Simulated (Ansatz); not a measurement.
SiPH7O: geometry relaxation (part 2 of 3)

Continued. System: SiPH7O, SMILES [SiH3]O.P. Method: RKS PBE-D4/def2-SVP (Ansatz 0.2.0). 

Geometry of the input (Å):
```
Si -0.3019  -0.0191  -1.7382
O  0.7557  -0.0832  -0.4916
H  0.4445  0.2938  -2.9567
H  -0.9030  -1.3462  -1.7595
H  -1.2879  1.0267  -1.4601
H  1.6133  0.3297  -0.5448
P  0.3869  -0.3643  2.1025
H  0.3078  1.0107  1.9295
H  -0.1554  -0.2742  3.3833
H  -0.8599  -0.5740  1.5355
```

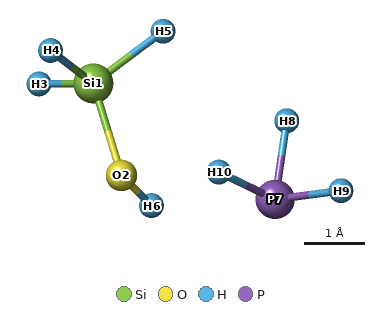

Figure 1. The geometry at step 14 of the log (ball-and-stick view, seen at a tilt; atoms are numbered from 1 in the order of the input).

Trajectory as extended XYZ, continued:
```
10
Properties=species:S:1:pos:R:3:forces:R:3 step=3 energy=-19309.67166
Si   -0.2700   -0.0060   -1.8535   -0.1010   0.0515  -0.2190
O     0.8607   -0.0848   -0.6219    0.1427  -0.1151   0.2501
H     0.3844    0.2860   -3.1833   -0.0072  -0.0067   0.0257
H    -0.9630   -1.3364   -1.9196    0.0230   0.0124   0.0248
H    -1.3102    1.0547   -1.5978    0.0253   0.0150   0.0067
H     1.7065    0.3860   -0.6954   -0.0810   0.0475  -0.0940
P     0.3934   -0.4074    2.3838   -0.0359   0.0261   0.0339
H     0.3129    0.9993    2.0863    0.0074  -0.0022  -0.0018
H    -0.2515   -0.2212    3.6661    0.0248  -0.0026  -0.0160
H    -0.8631   -0.6702    1.7350    0.0019  -0.0258  -0.0105
10
Properties=species:S:1:pos:R:3:forces:R:3 step=4 energy=-19309.67613
Si   -0.2695   -0.0053   -1.8665   -0.0212   0.0489  -0.0908
O     0.8645   -0.1033   -0.6322    0.0812  -0.1009   0.1393
H     0.3847    0.2857   -3.1963   -0.0056  -0.0092   0.0241
H    -0.9677   -1.3332   -1.9295    0.0111   0.0282   0.0164
H    -1.2961    1.0680   -1.6034    0.0215  -0.0049  -0.0061
H     1.6935    0.3991   -0.6970   -0.0880   0.0407  -0.0754
P     0.3930   -0.4054    2.4022   -0.0321   0.0341   0.0127
H     0.3051    0.9986    2.0860   -0.0127  -0.0414  -0.0004
H    -0.2485   -0.2082    3.6854    0.0116  -0.0059  -0.0480
H    -0.8590   -0.6962    1.7512    0.0342   0.0105   0.0282
10
Properties=species:S:1:pos:R:3:forces:R:3 step=5 energy=-19309.68908
Si   -0.2614    0.0072   -1.8587   -0.0987  -0.0739  -0.0970
O     0.8666   -0.1831   -0.6225    0.2603   0.2619  -0.0125
H     0.4079    0.2186   -3.1950    0.0013   0.0078   0.0146
H    -1.0422   -1.2713   -1.8851   -0.0200   0.0092   0.0002
H    -1.2056    1.1623   -1.6284    0.0355   0.0000   0.0237
H     1.5576    0.5098   -0.6008   -0.1589  -0.2082   0.0543
P     0.4420   -0.4012    2.4238   -0.0172  -0.0053   0.0139
H     0.2602    0.9460    1.9500   -0.0286   0.0039   0.0171
H    -0.2739   -0.1274    3.6502    0.0278   0.0093  -0.0072
H    -0.7510   -0.8610    1.7663   -0.0015  -0.0048  -0.0072
10
Properties=species:S:1:pos:R:3:forces:R:3 step=6 energy=-19309.69291
Si   -0.2541   -0.0002   -1.8664    0.0100   0.0329   0.0220
O     0.9062   -0.1820   -0.6559    0.0157   0.0198  -0.0389
H     0.3892    0.2273   -3.2123   -0.0171  -0.0250  -0.0065
H    -1.0439   -1.2737   -1.8757    0.0096   0.0064  -0.0032
H    -1.1832    1.1591   -1.6016    0.0016  -0.0050  -0.0001
H     1.6095    0.4913   -0.6555   -0.0212  -0.0323   0.0395
P     0.4236   -0.3861    2.4115   -0.0165   0.0852   0.0080
H     0.1785    0.9709    1.9886    0.0160  -0.0364  -0.0008
H    -0.2392   -0.1526    3.6770    0.0049  -0.0299  -0.0344
H    -0.7866   -0.8542    1.7904   -0.0029  -0.0158   0.0144
10
Properties=species:S:1:pos:R:3:forces:R:3 step=7 energy=-19309.69851
Si   -0.2478    0.0078   -1.8613   -0.0187   0.0063  -0.0233
O     0.9171   -0.2273   -0.6682    0.0020  -0.0098   0.0198
H     0.3766    0.2124   -3.2192   -0.0078  -0.0038  -0.0052
H    -1.0742   -1.2413   -1.8641   -0.0057  -0.0028  -0.0046
H    -1.1371    1.1942   -1.5796    0.0134   0.0024   0.0087
H     1.5934    0.4668   -0.5890    0.0204   0.0097   0.0089
P     0.4447   -0.3305    2.3844   -0.0065  -0.0277   0.0056
H     0.0724    0.9900    1.9490   -0.0196   0.0236  -0.0067
H    -0.2189   -0.1519    3.6561    0.0063   0.0112  -0.0020
H    -0.7261   -0.9202    1.7917    0.0161  -0.0090  -0.0012
10
Properties=species:S:1:pos:R:3:forces:R:3 step=8 energy=-19309.69454 accepted=F
Si   -0.2391    0.0210   -1.8529   -0.0182   0.0034  -0.0038
O     0.9389   -0.2893   -0.6887    0.2670   0.3142   0.0921
H     0.3520    0.1974   -3.2299   -0.0009   0.0124   0.0109
H    -1.1234   -1.1898   -1.8448   -0.0029   0.0258  -0.0023
H    -1.0580    1.2536   -1.5392    0.0416  -0.0458   0.0039
H     1.5897    0.4251   -0.5166   -0.2765  -0.3075  -0.1036
P     0.4685   -0.2538    2.3532   -0.4389   0.0835  -0.2473
H    -0.1107    1.0007    1.8819    0.1122  -0.3107   0.0926
H    -0.1892   -0.1210    3.6330    0.0097   0.0017   0.0101
H    -0.6287   -1.0438    1.8040    0.3070   0.2231   0.1474
10
Properties=species:S:1:pos:R:3:forces:R:3 step=9 energy=-19309.70127
Si   -0.2434    0.0154   -1.8539   -0.0017  -0.0043   0.0019
O     0.9315   -0.2473   -0.6747   -0.0654  -0.0553  -0.0192
H     0.3614    0.2055   -3.2230    0.0003   0.0083   0.0058
H    -1.0938   -1.2183   -1.8512   -0.0043   0.0096   0.0066
H    -1.1016    1.2211   -1.5539    0.0163  -0.0101  -0.0005
H     1.6068    0.4440   -0.5779    0.0572   0.0522   0.0086
P     0.4505   -0.2977    2.3716   -0.0913   0.0413  -0.0605
H    -0.0166    0.9914    1.9151    0.0154  -0.0744   0.0241
H    -0.2085   -0.1366    3.6479   -0.0018   0.0030  -0.0050
H    -0.6861   -0.9776    1.7999    0.0753   0.0297   0.0384
10
Properties=species:S:1:pos:R:3:forces:R:3 step=10 energy=-19309.70323
Si   -0.2402    0.0205   -1.8494    0.0001   0.0164   0.0296
O     0.9409   -0.2771   -0.6838    0.0648   0.0854  -0.0016
H     0.3531    0.2103   -3.2237   -0.0043  -0.0075   0.0061
H    -1.1211   -1.1926   -1.8400    0.0110   0.0176  -0.0079
H    -1.0654    1.2453   -1.5316    0.0174  -0.0185  -0.0004
H     1.6157    0.4169   -0.5635   -0.0849  -0.0932  -0.0223
P     0.4599   -0.2567    2.3614   -0.2226   0.0532  -0.1242
H    -0.1075    0.9880    1.8799    0.0535  -0.1575   0.0514
H    -0.2054   -0.1177    3.6368    0.0102   0.0084   0.0055
H    -0.6300   -1.0369    1.8138    0.1548   0.0958   0.0637
10
Properties=species:S:1:pos:R:3:forces:R:3 step=11 energy=-19309.70629
Si   -0.2387    0.0293   -1.8405    0.0012  -0.0269   0.0078
O     0.9451   -0.2966   -0.6853    0.0178   0.0528  -0.0124
H     0.3477    0.2143   -3.2181    0.0005   0.0168   0.0078
H    -1.1319   -1.1745   -1.8404   -0.0032   0.0181   0.0053
H    -1.0479    1.2607   -1.5080    0.0240  -0.0152  -0.0001
H     1.6270    0.3876   -0.5597   -0.0365  -0.0468  -0.0079
P     0.4607   -0.2277    2.3499   -0.2096   0.0434  -0.1199
H    -0.1728    0.9766    1.8499    0.0598  -0.1427   0.0539
H    -0.1990   -0.0980    3.6295    0.0040   0.0030  -0.0044
H    -0.5900   -1.0720    1.8226    0.1420   0.0974   0.0700
10
Properties=species:S:1:pos:R:3:forces:R:3 step=12 energy=-19309.70903
Si   -0.2347    0.0368   -1.8285    0.0279   0.0354   0.0477
O     0.9556   -0.3542   -0.6990   -0.0801  -0.0316  -0.0551
H     0.3402    0.2606   -3.2054   -0.0061  -0.0265   0.0030
H    -1.1684   -1.1361   -1.8445    0.0188   0.0156  -0.0147
H    -0.9983    1.2841   -1.4502    0.0103  -0.0203   0.0111
H     1.6532    0.3084   -0.5595    0.0320   0.0251   0.0107
P     0.4615   -0.1497    2.3269   -0.4139   0.0160  -0.2086
H    -0.3320    0.9481    1.7856    0.1592  -0.2614   0.1133
H    -0.1910   -0.0458    3.6131    0.0186   0.0103  -0.0090
H    -0.4860   -1.1522    1.8612    0.2332   0.2374   0.1015
10
Properties=species:S:1:pos:R:3:forces:R:3 step=13 energy=-19309.71630
Si   -0.2333    0.0494   -1.8262    0.0235  -0.0482   0.0312
O     0.9517   -0.3776   -0.7044   -0.0364   0.0185  -0.0429
H     0.3412    0.2681   -3.2038   -0.0010   0.0263   0.0082
H    -1.1758   -1.1154   -1.8651   -0.0063   0.0165   0.0049
H    -0.9855    1.2958   -1.4239    0.0237  -0.0098  -0.0079
H     1.6594    0.2732   -0.5539   -0.0031  -0.0070   0.0111
P     0.4575   -0.1200    2.3178   -0.2790   0.0210  -0.1522
H    -0.3977    0.9146    1.7632    0.1245  -0.1520   0.0799
H    -0.1789   -0.0157    3.6116    0.0071  -0.0039  -0.0117
H    -0.4386   -1.1723    1.8845    0.1470   0.1386   0.0793
10
Properties=species:S:1:pos:R:3:forces:R:3 step=14 energy=-19309.72550
Si   -0.2327    0.0533   -1.8229    0.0493   0.0012   0.0424
O     0.9345   -0.4430   -0.7095    0.0253   0.0797  -0.0534
H     0.3556    0.3310   -3.1847   -0.0011  -0.0203   0.0111
H    -1.2040   -1.0860   -1.9125    0.0169   0.0285  -0.0056
H    -0.9526    1.3039   -1.3783   -0.0011  -0.0155   0.0129
H     1.6464    0.1949   -0.5139   -0.0877  -0.0774  -0.0117
P     0.4512   -0.0492    2.2812   -0.1798  -0.0236  -0.0695
H    -0.5186    0.8644    1.7124    0.0783  -0.1178   0.0609
H    -0.1487    0.0441    3.5928    0.0135   0.0223  -0.0121
H    -0.3310   -1.2135    1.9354    0.0865   0.1231   0.0251
10
Properties=species:S:1:pos:R:3:forces:R:3 step=15 energy=-19309.72500 accepted=F
Si   -0.2278    0.0687   -1.8313    0.0720  -0.0744   0.1092
O     0.9124   -0.5340   -0.7360    0.0819   0.2333  -0.0714
H     0.3800    0.4090   -3.1726   -0.0122  -0.0145   0.0530
H    -1.2319   -1.0369   -2.0001    0.0521   0.0668  -0.0034
H    -0.9206    1.3075   -1.3095    0.0267  -0.0383  -0.0143
H     1.6226    0.0844   -0.4653   -0.2204  -0.1749  -0.0685
P     0.4424    0.0388    2.2487   -0.5617  -0.1816  -0.2379
H    -0.6831    0.7740    1.6645    0.3390  -0.2492   0.1987
H    -0.1018    0.1457    3.5841    0.0161   0.0204  -0.0405
H    -0.1923   -1.2574    2.0175    0.2063   0.4125   0.0751
10
Properties=species:S:1:pos:R:3:forces:R:3 step=16 energy=-19309.73150
Si   -0.2281    0.0585   -1.8135    0.0118  -0.0220  -0.0089
O     0.9321   -0.4901   -0.7217   -0.0049   0.0412  -0.0125
H     0.3653    0.3603   -3.1661   -0.0060   0.0156  -0.0105
H    -1.2084   -1.0660   -1.9367   -0.0282  -0.0111  -0.0206
H    -0.9415    1.2987   -1.3311    0.0237  -0.0037   0.0156
H     1.6090    0.1558   -0.4516    0.0095  -0.0246   0.0129
P     0.4487   -0.0153    2.2373   -0.0961  -0.0138  -0.0225
H    -0.5791    0.8315    1.6790    0.0308  -0.0494   0.0209
H    -0.1145    0.0857    3.5629    0.0113   0.0186   0.0106
H    -0.2836   -1.2193    1.9413    0.0481   0.0492   0.0150
10
Properties=species:S:1:pos:R:3:forces:R:3 step=17 energy=-19309.73825
Si   -0.2225    0.0594   -1.8275    0.0328   0.0178   0.0105
O     0.9363   -0.5413   -0.7612    0.0605   0.1180   0.0388
H     0.3658    0.4130   -3.1705   -0.0067  -0.0028  -0.0062
H    -1.2206   -1.0457   -1.9937   -0.0076   0.0074  -0.0131
H    -0.9091    1.2941   -1.2913    0.0079  -0.0292   0.0089
H     1.5912    0.1038   -0.4302   -0.0892  -0.1147  -0.0327
P     0.4332    0.0247    2.2309   -0.1085  -0.0096  -0.0673
H    -0.6639    0.7801    1.6686    0.0623  -0.0650   0.0509
H    -0.0856    0.1489    3.5730    0.0006   0.0015  -0.0266
H    -0.2247   -1.2371    2.0017    0.0480   0.0766   0.0368
10
Properties=species:S:1:pos:R:3:forces:R:3 step=18 energy=-19309.74185
Si   -0.2134    0.0690   -1.8332   -0.0096  -0.0353   0.0428
O     0.9167   -0.6109   -0.7793    0.1556   0.2743   0.0602
H     0.3885    0.4789   -3.1566    0.0027  -0.0036   0.0497
H    -1.2355   -1.0055   -2.0738    0.0398   0.0468   0.0016
H    -0.8851    1.2840   -1.2308    0.0304  -0.0475  -0.0258
H     1.5457    0.0183   -0.3628   -0.2210  -0.2379  -0.1332
P     0.4223    0.0858    2.1786   -0.4178  -0.1848  -0.0770
H    -0.7839    0.7011    1.6409    0.2505  -0.1476   0.1323
H    -0.0284    0.2353    3.5442    0.0304   0.0366  -0.0587
H    -0.1268   -1.2561    2.0727    0.1390   0.2991   0.0081
10
Properties=species:S:1:pos:R:3:forces:R:3 step=19 energy=-19309.75217
Si   -0.2145    0.0744   -1.8427    0.0340  -0.0434   0.0399
O     0.8980   -0.6334   -0.7894    0.0431   0.1530   0.0097
H     0.4128    0.5080   -3.1457   -0.0068  -0.0054   0.0292
H    -1.2370   -0.9898   -2.1162    0.0193   0.0362  -0.0106
H    -0.8859    1.2814   -1.2287    0.0125  -0.0281  -0.0081
H     1.5232   -0.0198   -0.3532   -0.1077  -0.1159  -0.0566
P     0.4141    0.0974    2.1708   -0.2121  -0.0592  -0.0382
H    -0.8186    0.6534    1.6552    0.1245  -0.0581   0.0461
H    -0.0039    0.2832    3.5411    0.0293  -0.0076  -0.0383
H    -0.0883   -1.2548    2.1087    0.0638   0.1285   0.0270
10
Properties=species:S:1:pos:R:3:forces:R:3 step=20 energy=-19309.76094
Si   -0.2129    0.0819   -1.8649    0.0438   0.1344   0.0129
O     0.8320   -0.6690   -0.7895   -0.0344  -0.2945  -0.0482
H     0.4824    0.5551   -3.1117    0.0363   0.0209  -0.0616
H    -1.2398   -0.9363   -2.2412   -0.0433  -0.0777  -0.0097
H    -0.8899    1.2721   -1.2384   -0.0514   0.0524   0.0229
H     1.4218   -0.1167   -0.2484    0.0486   0.1579   0.0508
P     0.3941    0.1411    2.1158   -0.0209   0.0125   0.0425
H    -0.9185    0.5476    1.6907    0.0006  -0.0042  -0.0027
H     0.0983    0.3708    3.5082    0.0202   0.0182  -0.0111
H     0.0326   -1.2466    2.1794    0.0004  -0.0199   0.0043
10
Properties=species:S:1:pos:R:3:forces:R:3 step=21 energy=-19309.73966 accepted=F
Si   -0.1846    0.1110   -1.8767   -0.3515  -0.4770  -0.3284
O     0.8146   -0.7677   -0.8361   -0.0812   0.4288  -0.0469
H     0.5418    0.6234   -3.0989    0.0076   0.0549   0.1004
H    -1.2012   -0.9090   -2.3160   -0.0050   0.1403  -0.0743
H    -0.9158    1.2649   -1.2251    0.1594  -0.0400   0.0659
H     1.3276   -0.1442   -0.2877    0.2589  -0.1246   0.2786
P     0.3637    0.1274    2.0977    0.0279   0.0389  -0.0266
H    -0.9904    0.4650    1.7503   -0.0062  -0.0032   0.0127
H     0.1917    0.4872    3.4820   -0.0149  -0.0158  -0.0054
H     0.0527   -1.2582    2.3104    0.0051  -0.0022   0.0240
10
Properties=species:S:1:pos:R:3:forces:R:3 step=22 energy=-19309.76957
Si   -0.2062    0.0868   -1.8842   -0.0017   0.0040  -0.0174
O     0.8227   -0.7154   -0.8229    0.0210  -0.0115   0.0312
H     0.5114    0.6049   -3.1058   -0.0071   0.0001   0.0018
H    -1.2298   -0.9252   -2.3066    0.0078   0.0169  -0.0184
H    -0.8956    1.2576   -1.2252   -0.0049  -0.0064   0.0088
H     1.3706   -0.1485   -0.2449   -0.0195  -0.0056  -0.0096
P     0.3809    0.1471    2.1145   -0.0129  -0.0312   0.0033
H    -0.9546    0.5101    1.7190    0.0175  -0.0141   0.0302
H     0.1447    0.4302    3.5084   -0.0030   0.0114  -0.0336
H     0.0559   -1.2476    2.2477    0.0029   0.0364   0.0039
10
Properties=species:S:1:pos:R:3:forces:R:3 step=23 energy=-19309.77321
Si   -0.1994    0.0932   -1.8975   -0.0362  -0.0656  -0.0524
O     0.7994   -0.7512   -0.8371    0.0455   0.0962   0.0483
H     0.5450    0.6491   -3.0886   -0.0048   0.0063   0.0489
H    -1.2148   -0.8991   -2.3914    0.0366   0.0403   0.0123
H    -0.9102    1.2374   -1.2128    0.0182  -0.0116  -0.0012
H     1.3107   -0.1946   -0.2116   -0.0616  -0.0715  -0.0767
P     0.3751    0.1502    2.0878   -0.1653  -0.0717   0.1143
H    -0.9957    0.4569    1.7602    0.0910  -0.0067   0.0015
H     0.2028    0.5027    3.4786    0.0370  -0.0124  -0.0873
H     0.0872   -1.2448    2.3124    0.0396   0.0968  -0.0078
10
Properties=species:S:1:pos:R:3:forces:R:3 step=24 energy=-19309.77519
Si   -0.1995    0.0923   -1.9269    0.0227  -0.0348  -0.0265
O     0.7729   -0.7847   -0.8675    0.0374   0.1156   0.0669
H     0.5824    0.7096   -3.0659   -0.0402  -0.0413   0.0527
H    -1.2004   -0.8819   -2.4885    0.0712   0.0670   0.0200
H    -0.9256    1.2107   -1.2166   -0.0154  -0.0151  -0.0016
H     1.2528   -0.2423   -0.2034   -0.0799  -0.0929  -0.1076
P     0.3632    0.1489    2.0932   -0.1528  -0.1233   0.1582
H    -1.0252    0.4192    1.7962    0.1432  -0.0247   0.0681
H     0.2614    0.5710    3.4761   -0.0112  -0.0389  -0.1921
H     0.1182   -1.2428    2.4033    0.0250   0.1884  -0.0380
```
